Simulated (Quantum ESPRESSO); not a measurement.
# O K ELNES/XANES of TaAgO3 (R3c) from DFT, part 3 of 4

Aim: the near-edge shape at the O K edge of TaAgO3 (R3c), and what the core hole does to it.

Quantum ESPRESSO 7.5; X-ray absorption near-edge structure, plane-wave PAW LDA, one-electron final states by a Lanczos continued fraction.

So far. Step 2 (The field without a hole): The mesh shows a gap of 1.95 eV, so the hole is first treated in a charged cell, without the excited electron. Step 3 (Spectrum without a core hole, O atom 5): Main maxima below 24 eV (height): 2.5 eV (1.86), 3.3 eV (1.91), 8.5 eV (1.83), 12.1 eV (1.68) and 20.9 eV (0.91). A K edge sees empty p states; the first features are O p mixed into the empty d states of the Ta neighbours, and the broad ones above probably into the cations' higher empty bands.

### Step 8. Spectrum with FCH, O atom 5

The Lanczos recursion gives the spectrum without computing empty bands; each polarisation needs a run of its own on the full k mesh. xe0 is set between filled and empty states, and states below it are cut. The file of filecore holds the core orbital, taken from the hole-free data set.

xspectra.in

```
&input_xspectra
   calculation='xanes_dipole', edge='K'
   prefix='x', outdir='tmp', xiabs=3, xe0=10.8522
   xonly_plot=.false., x_save_file='xanes.sav'
   xniter=3000, xcheck_conv=20, xerror=0.005
   xcoordcrys=.false., xepsilon(1)=1, xepsilon(2)=0, xepsilon(3)=0
/
&plot
   xnepoint=413, xemin=-10, xemax=45, terminator=.true., cut_occ_states=.true.
   xgamma=0.4
/
&pseudos
   filecore='../O.wfc'
/
&cut_occ
   cut_desmooth=0.1, cut_stepl=0.05, cut_stepu=0.05, cut_ierror=1e-5
/
6 6 6 0 0 0
```

xspectra_1.in, as its differences from xspectra.in of step 8:

```diff
@@ -5,3 +5,3 @@
    xniter=3000, xcheck_conv=20, xerror=0.005
-   xcoordcrys=.false., xepsilon(1)=1, xepsilon(2)=0, xepsilon(3)=0
+   xcoordcrys=.false., xepsilon(1)=0, xepsilon(2)=1, xepsilon(3)=0
 /
```

xspectra_2.in, as its differences from xspectra_1.in of step 8:

```diff
@@ -5,3 +5,3 @@
    xniter=3000, xcheck_conv=20, xerror=0.005
-   xcoordcrys=.false., xepsilon(1)=0, xepsilon(2)=1, xepsilon(3)=0
+   xcoordcrys=.false., xepsilon(1)=0, xepsilon(2)=0, xepsilon(3)=1
 /
```

Started as:

```console
> OMP_NUM_THREADS=1 mpirun --oversubscribe --bind-to none -np 4 xspectra.x -nk 4 -in xspectra.in > xspectra.out
```

What it wrote:

```text
     [... banner and references ...]
Reading input_file

     calculation: xanes_dipole

     xepsilon  [cartesian coordinates]:   1.000000   0.000000   0.000000

     xonly_plot: FALSE
        => complete calculation: Lanczos + spectrum plot

     filecore (core-wavefunction file): ../O.wfc

     main plot parameters:
        cut_occ_states: TRUE
        gamma_mode:  constant
        -> using xgamma [eV]:  0.40
        xemin [eV]: -10.00
        xemax [eV]:  45.00
        xnepoint:  413
        xe0 [eV]:  10.852200 (energy zero read in input file)

     WARNING: variable ef_r is obsolete

                      Reading SCF save directory: x.save

     tmp/x.save/

     Exchange-correlation= PZ
                           (   1   1   0   0   0   0   0)

     G-vector sticks info

                           Getting the Fermi energy

     From SCF save directory:
        ehomo [eV]:   10.0026 (highest occupied level)
        elumo [eV]:   11.7018 (lowest occupied level)
        ef    [eV]:   10.0026

     -> ef (in eV) will be written in x_save_file

                           Energy zero of the spectrum

     -> ef will NOT be used as energy zero of the spectrum
       (because xe0 read in input file)

     G-vector sticks info

     bravais-lattice index     =            0
     lattice parameter (alat)  =      10.4466  a.u.
     unit-cell volume          =     816.5487 (a.u.)^3
     number of atoms/cell      =           10
     number of atomic types    =            4
     number of electrons       =        84.00
     number of Kohn-Sham states=           46
     kinetic-energy cutoff     =      50.0000  Ry
     charge density cutoff     =     360.0000  Ry
     Exchange-correlation= PZ
                           (   1   1   0   0   0   0   0)

     celldm(1)=  10.446595  celldm(2)=   0.000000  celldm(3)=   0.000000
     celldm(4)=   0.000000  celldm(5)=   0.000000  celldm(6)=   0.000000

     crystal axes: (cart. coord. in units of alat)
               a(1) = (   1.000000   0.000000   0.000000 )
               a(2) = (  -0.500000  -0.866025   0.000000 )
               a(3) = (   0.000000   0.577350  -0.827041 )

     reciprocal axes: (cart. coord. in units 2 pi/alat)
               b(1) = (  1.000000 -0.577350 -0.403043 )
               b(2) = (  0.000000 -1.154701 -0.806086 )
               b(3) = (  0.000000 -0.000000 -1.209130 )

     PseudoPot. #1 for Ta:     Pseudo is Projector augmented-wave + core cor, Zval = 13.0

     PseudoPot. #2 for Ag:     Pseudo is Projector augmented-wave + core cor, Zval = 11.0

     ../pp/O.lda-n-kjpaw-1sch.UPF
     Pseudo is Projector augmented-wave + core cor, Zval =  7.0
     Shape of augmentation charge: PSQ
     Using radial grid of 1095 points,  4 beta functions with:
                l(1) =   0
                l(2) =   0
                l(3) =   1
                l(4) =   1
     Q(r) pseudized with 0 coefficients

     ../pp/O.lda-n-kjpaw.UPF
     Pseudo is Projector augmented-wave + core cor, Zval =  6.0
     Shape of augmentation charge: PSQ
     Using radial grid of 1095 points,  4 beta functions with:
                l(1) =   0
                l(2) =   0
                l(3) =   1
                l(4) =   1
     Q(r) pseudized with 0 coefficients

     atomic species   valence    mass     pseudopotential
     Ta               13.00     1.00000     Ta( 1.00)
     Ag               11.00     1.00000     Ag( 1.00)
     O0                7.00     1.00000     O ( 1.00)
     O                 6.00     1.00000     O ( 1.00)

     No symmetry found

   Cartesian axes

     site n.     atom                  positions (alat units)
         1        Ta     tau(   1) = (   0.5000000   0.2886751  -0.4135206  )
         2        Ta     tau(   2) = (   0.0000000   0.0000000   0.0000000  )
         3        Ag     tau(   3) = (   0.5000000  -0.2886751  -0.2047754  )
         4        Ag     tau(   4) = (   0.0000000  -0.0000000  -0.6182960  )
         5        O0     tau(   5) = (   0.2847500   0.1009497  -0.2092414  )
[...]
9        O      tau(   9) = (   0.2152500   0.3896248  -0.6227621  )
        10        O      tau(  10) = (   0.5549500  -0.0084004  -0.6227621  )

     number of k points=   216

     Number of k-points >= 100: set verbosity='high' to print them.

     Dense  grid:    94247 G-vectors     FFT dimensions: (  64,  64,  64)

     Smooth grid:    39009 G-vectors     FFT dimensions: (  48,  48,  48)

     The potential is recalculated from file :
     tmp/x.save/charge-density

     Starting wfcs are   62 atomic wfcs
     Checking if some PAW data can be deallocated...

               Reading core wavefunction file for the absorbing atom

     ../O.wfc successfully read

                              Attributing the PAW radii
                     for the absorbing atom [units: Bohr radius]

        PAW proj 1: r_paw(l= 0)= 1.95  (1.5*r_cut)
        PAW proj 2: r_paw(l= 0)= 1.95  (1.5*r_cut)
        PAW proj 3: r_paw(l= 1)= 2.03  (1.5*r_cut)
        PAW proj 4: r_paw(l= 1)= 2.03  (1.5*r_cut)

        NB: The calculation will not necessary use all these r_paw values.
            - For a edge in the electric-dipole approximation,
              only the r_paw(l=1) values are used.
            - For a K edge in the electric-quadrupole approximation,
              only the r_paw(l=2) values are used.

            - For a L2 or L3 edge in the electric-quadrupole approximation,

              all projectors (s, p and d) are used.

     init_gipaw_1: projectors nearly linearly dependent:
     ntyp =  1, l/n1/n2 =  1 2 1  0.99580363
     init_gipaw_1: projectors nearly linearly dependent:
     ntyp =  1, l/n1/n2 =  2 2 1  0.99539030

                          Starting XANES calculation
                     in the electric dipole approximation

     Method of calculation based on the Lanczos recursion algorithm
        - STEP 1: Construction of a kpoint-dependent Lanczos basis,
          in which the Hamiltonian is tridiagonal (each 'iter'
          corresponds to the calculation of one more Lanczos vector)
        - STEP 2: Calculation of the cross-section as a continued fraction
          averaged over the k-points.

     ... Begin STEP 1 ...

        Radial transition matrix element(s) used in the calculation of the
        initial vector of the Lanczos basis (|tilde{phi}_abs> normalized)
        | For PAW proj. (l=1) #1: radial matrix element =   0.161351071
        | For PAW proj. (l=1) #2: radial matrix element =   0.207521030

NB: the    54 k-point are not all listed below because npool=  4
        |-------------------------------------------------------------
        ! k-point #     1:  ( 0.0000, -0.0000, -0.0000),  0.0093,   1
        |-------------------------------------------------------------
 okvan= T
        |   Norm of the initial Lanczos vector: 0.11110709E+00
        |   Estimated error at iter     20:   1.00556210
        |   Estimated error at iter     40:   0.65235957
        |   Estimated error at iter     60:   0.25239698
        |   Estimated error at iter     80:   0.20306851
        |   Estimated error at iter    100:   0.26212065
[...]
!   => CONVERGED at iter    380 with error=  0.00335826
        |-------------------------------------------------------------
        ! k-point #     2:  ( 0.0000, -0.0000, -0.2015),  0.0093,   1
        |-------------------------------------------------------------
 okvan= T
        |   Norm of the initial Lanczos vector: 0.11105716E+00
[...]
!   => CONVERGED at iter    400 with error=  0.00304609
        |-------------------------------------------------------------
     [... 51 further k-points ...]
        ! k-point #    54:  ( 0.1667, -0.4811, -1.3435),  0.0093,   1
        |-------------------------------------------------------------
 okvan= T
        |   Norm of the initial Lanczos vector: 0.11106174E+00
[...]
|   Estimated error at iter    360:   0.01646546
        |   Estimated error at iter    380:   0.00878106
        |   Estimated error at iter    400:   0.00671480
        !   => CONVERGED at iter    420 with error=  0.00464056

     Results of STEP 1 successfully written in x_save_file
     x_save_file name:
     ->  xanes.sav
     x_save_file version:  2

     ... End STEP 1 ...

     ... Begin STEP 2 ...

     The spectrum is calculated using the following parameters:
        xe0 [eV]:   10.8522
        the occupied states are elimintate from the spectrum
        xemin [eV]: -10.00
        xemax [eV]:  45.00
        xnepoint:  413
        constant broadening parameter [eV]:    0.400
        Core level energy [eV]:  -543.1
         (from electron binding energy of neutral atoms in X-ray data booklet)

     Cross-section successfully written in xanes.dat

     ... End STEP 2 ...

                                END JOB XSpectra
```

Run time: 3.2 min. Hardware: 4 MPI ranks of AMD EPYC 9R14 (Zen 4), shared host; peak memory 0.16 GiB; 13 min of CPU time.

The O K spectrum, O atom 5, full core hole (charged cell) (energy from the lowest empty level; intensity scaled to a mean of 1 over the first 20 eV; the points at xe0, where the cut of filled states can leave a spike, are interpolated; polarised curves are means over the symmetry-equivalent atoms):

```csv
E (eV),isotropic,ε ⊥ c,ε ∥ c
-2.0,0.06,0.06,0.06
-0.5,0.14,0.14,0.13
1.0,0.92,0.93,0.91
2.5,1.19,1.22,1.13
4.0,0.58,0.60,0.55
5.5,1.15,1.16,1.13
7.0,1.71,1.71,1.72
8.5,1.94,1.97,1.88
10.0,0.60,0.60,0.60
11.5,1.47,1.47,1.46
13.0,1.11,1.14,1.06
14.5,0.59,0.60,0.56
16.0,0.60,0.61,0.58
17.5,0.57,0.57,0.57
19.0,0.72,0.71,0.75
20.5,0.94,0.78,1.25
22.0,0.74,0.70,0.83
23.5,0.55,0.57,0.52
25.0,0.48,0.50,0.45
26.5,0.60,0.64,0.54
28.0,0.55,0.59,0.48
29.5,0.67,0.70,0.61
31.0,0.77,0.80,0.69
```

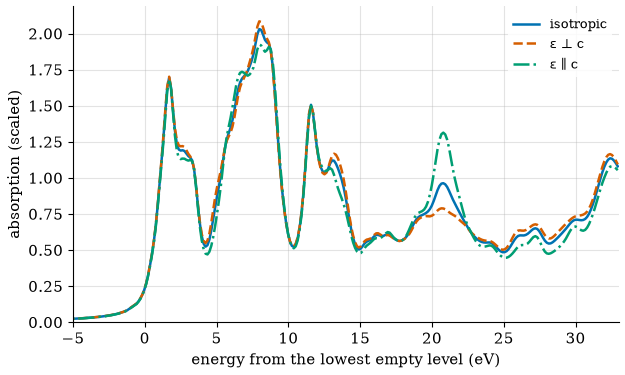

The O K edge, O atom 5, full core hole (charged cell): main maxima at 1.7, 8.0 and 11.6 eV.

Main maxima below 24 eV (height): 1.7 eV (1.70), 8.0 eV (2.03), 11.6 eV (1.51), 13.0 eV (1.12), 16.9 eV (0.61) and 20.8 eV (0.96). 

The hole costs E(hole) − E(ground) = 522.18 eV, and the lowest empty level of the hole cell lies at 11.70 eV, which puts the zero at 533.88 eV. One term is added: -8.83 eV, since the hole is spin-paired here and a spin-polarised one costs that much less in the free atom (computed apart). The photon energy is then 525.05 eV. The functional and the charged cell's background leave an error in such absolute values: in the free atom LDA prices this hole 4.1 eV below PBE (computed apart), and PBE is itself good to a few eV.

### Step 9. Another broadening

The final state's lifetime shortens with energy, so measured features broaden above the edge; the saved Lanczos coefficients are redrawn with a width that grows.

xspectra_plot.in

```
&input_xspectra
   calculation='xanes_dipole', edge='K'
   prefix='x', outdir='tmp', xiabs=3, xe0=10.8522
   xonly_plot=.true., x_save_file='xanes.sav'
   xniter=3000, xcheck_conv=20, xerror=0.005
   xcoordcrys=.false., xepsilon(1)=1, xepsilon(2)=0, xepsilon(3)=0
/
&plot
   xnepoint=413, xemin=-10, xemax=45, terminator=.true., cut_occ_states=.true.
   gamma_mode='variable', gamma_energy(1)=4, gamma_energy(2)=25, gamma_value(1)=0.3, gamma_value(2)=2.5
/
&pseudos
   filecore='../O.wfc'
/
&cut_occ
   cut_desmooth=0.1, cut_stepl=0.05, cut_stepu=0.05, cut_ierror=1e-5
/
6 6 6 0 0 0
```

Started as:

```console
> OMP_NUM_THREADS=1 xspectra.x -in xspectra_plot.in > xspectra_plot.out
```

What it wrote:

```text
     [... banner and references ...]
Reading input_file
     -------------------------------------------------------------------------

     calculation: xanes_dipole

     xonly_plot: TRUE
        => only the spectrum plot

     main plot parameters:
        cut_occ_states: TRUE
        gamma_mode:  variable
        -> first, constant up to point ( 4.00, 0.30) [eV]
        -> then, linear up to point (25.00, 2.50) [eV]
        -> finally, constant up to xemax
        xemin [eV]: -10.00
        xemax [eV]:  45.00
        xnepoint:  413
[...]
xemin [eV]: -10.00
        xemax [eV]:  45.00
        xnepoint:  413
        energy-dependent broadening parameter:
         -> first, constant up to point ( 4.00, 0.30) [eV]
         -> then, linear up to point (25.00, 2.50) [eV]
         -> finally, constant up to xemax
        Core level energy [eV]:  -543.1
         (from electron binding energy of neutral atoms in X-ray data booklet)

     Cross-section successfully written in xanes.dat

     -------------------------------------------------------------------------
                                END JOB XSpectra
     -------------------------------------------------------------------------
[key lines of the parts left out:]
Fermi level [eV]:  10.0026
```

The job ended after 8.6 s (1 MPI rank; peak memory 0.05 GiB).

With a Lorentzian half width 0.3 eV up to 4 eV, rising linearly to 2.5 eV at 25 eV (counted from xe0, 0.8 eV below the zero used here), the maxima are 1.7 eV (1.98), 2.8 eV (1.23), 8.0 eV (1.74), 11.7 eV (1.06) and 20.4 eV (0.74).

### Step 10. Spectrum with FCH, other settings, O atom 5

A test of how far the spectrum depends on this setting.

Changed against the first core-hole run: k mesh from sound to coarse.

xspectra.in: that of step 8 with these lines changed.

```diff
@@ -17,2 +17,2 @@
 /
-6 6 6 0 0 0
+3 3 3 0 0 0
```

Started as:

```console
> OMP_NUM_THREADS=1 mpirun --oversubscribe --bind-to none -np 4 xspectra.x -nk 4 -in xspectra.in > xspectra.out
```

What it wrote:

```text
     [... banner and references ...]
Reading input_file

     calculation: xanes_dipole

     xepsilon  [cartesian coordinates]:   1.000000   0.000000   0.000000

     xonly_plot: FALSE
        => complete calculation: Lanczos + spectrum plot

     filecore (core-wavefunction file): ../O.wfc

     main plot parameters:
        cut_occ_states: TRUE
        gamma_mode:  constant
        -> using xgamma [eV]:  0.40
        xemin [eV]: -10.00
        xemax [eV]:  45.00
        xnepoint:  413
        xe0 [eV]:  10.852200 (energy zero read in input file)

[...]
Results of STEP 1 successfully written in x_save_file
     x_save_file name:
     ->  xanes.sav
     x_save_file version:  2

     ... End STEP 1 ...

     ... Begin STEP 2 ...

     The spectrum is calculated using the following parameters:
        xe0 [eV]:   10.8522
        the occupied states are elimintate from the spectrum
        xemin [eV]: -10.00
        xemax [eV]:  45.00
        xnepoint:  413
        constant broadening parameter [eV]:    0.400
        Core level energy [eV]:  -543.1
         (from electron binding energy of neutral atoms in X-ray data booklet)

     Cross-section successfully written in xanes.dat

     ... End STEP 2 ...

                                END JOB XSpectra
```

The job ended after 31 s (4 MPI ranks; peak memory 0.16 GiB; 2 min of CPU time).

These settings depart from the first run's and aren't meant as converged.

The scaled spectrum changes by 10 % r.m.s. The highest intensity below 16 eV goes from 8.0 eV (2.03) to 8.0 eV (2.40).

```csv
E (eV),first run,this run
-2.0,0.06,0.06
-0.5,0.14,0.13
1.0,0.92,1.02
2.5,1.19,1.18
4.0,0.58,0.59
5.5,1.15,1.24
7.0,1.71,1.61
8.5,1.94,1.77
10.0,0.60,0.66
11.5,1.47,1.50
13.0,1.11,0.99
14.5,0.59,0.63
16.0,0.60,0.57
17.5,0.57,0.54
19.0,0.72,0.78
20.5,0.94,0.92
22.0,0.74,0.69
23.5,0.55,0.61
25.0,0.48,0.48
26.5,0.60,0.59
28.0,0.55,0.53
29.5,0.67,0.62
31.0,0.77,0.73
```

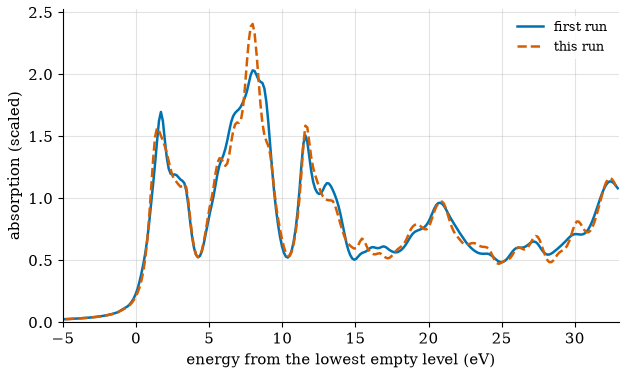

This run beside the first core-hole run.

### Step 11. The atom with a core hole

The transition-state run needs a data set with half a core electron removed.

O.lda-n-kjpaw-1shch.ld1.in

```
&input
   title='O', zed=8., rel=1, iswitch=3, dft='PZ',
   config='1s1.5 2s2 2p4.5'
/
&inputp
   file_pseudopw='O.lda-n-kjpaw-1shch.UPF', author='',
   lpaw=.true.,
   pseudotype=3,
   lloc=-1,
   rcloc=1.1,
   which_augfun='PSQ',
   rmatch_augfun_nc=.true.,
   nlcc=.true.,
   new_core_ps=.true.,
   rcore=0.7,
   tm=.true.,
   zval=6.5,
   lgipaw_reconstruction=.true., use_paw_as_gipaw=.true.
/
4
2S  1  0  2.00  0.00  1.00  1.30  0.0
2S  1  0  0.00  1.00  1.00  1.30  0.0
2P  2  1  4.50  0.00  0.90  1.35  0.0
2P  2  1  0.00  0.05  0.90  1.35  0.0
```

Started as:

```console
> ld1.x < O.lda-n-kjpaw-1shch.ld1.in > O.lda-n-kjpaw-1shch.ld1.out
```

What it wrote:

```text
     [... banner and references ...]
PAW data will be used for GIPAW calculation
     --------------------------- All-electron run ----------------------------

     O
     scalar relativistic calculation

     atomic number is  8.00
     dft =PZ   lsd =0 sic =0 latt =0  beta=0.20 tr2=1.0E-14
     Exchange-correlation= PZ
                           (   1   1   0   0   0   0   0)
     mesh =1095 r(mesh) =  99.04343 a.u. xmin = -7.00 dx = 0.01250
     1 Ry =  13.60569312 eV, c = 137.03599908

     n l     nl                  e(Ry)          e(Ha)          e(eV)
[...]
2 1     2P   1( 4.50)       -0.76947       -0.76948        0.00001

     eps = 2.4E-17  iter =  4

     Etot =    -130.075694 Ry,     -65.037847 Ha,   -1769.769971 eV
     Etotps =   -44.927355 Ry,     -22.463677 Ha,    -611.267805 eV

     Ekin =      40.340910 Ry,      20.170455 Ha,     548.866042 eV
     Encl =    -105.243412 Ry,     -52.621706 Ha,   -1431.909565 eV
     Ehrt =      34.026261 Ry,      17.013130 Ha,     462.950861 eV
     Ecxc =     -14.051114 Ry,      -7.025557 Ha,    -191.175143 eV
     (Ecc =      -0.129215 Ry,      -0.064608 Ha,      -1.758062 eV)

     ---------------------- End of pseudopotential test ----------------------
```

The job ended after 0.82 s (1 MPI rank; peak memory 0.13 GiB).

[end of part 3 of 4]

[Banner, clock and machine lines of the logs are left out without a mark of their own.]

[Logs are printed without paths, hosts, clocks, repeated set-up lines and the standing remarks that a program may print on its own settings, such as how far it seeks lower states.]

[Hosts, paths, dates, database ids (printed as entryN), source tags and the programs' standing remarks are cut or masked in the printed files.]

[Lists of maxima count a maximum above −3 eV only where it reaches 4 % of the highest in the window and stands out from its surroundings by 2 % of it (1.5 % where it reaches 55 %); shoulders and weaker maxima are passed over, and of the rest the first, up to two pre-edge ones and the few strongest are named.]
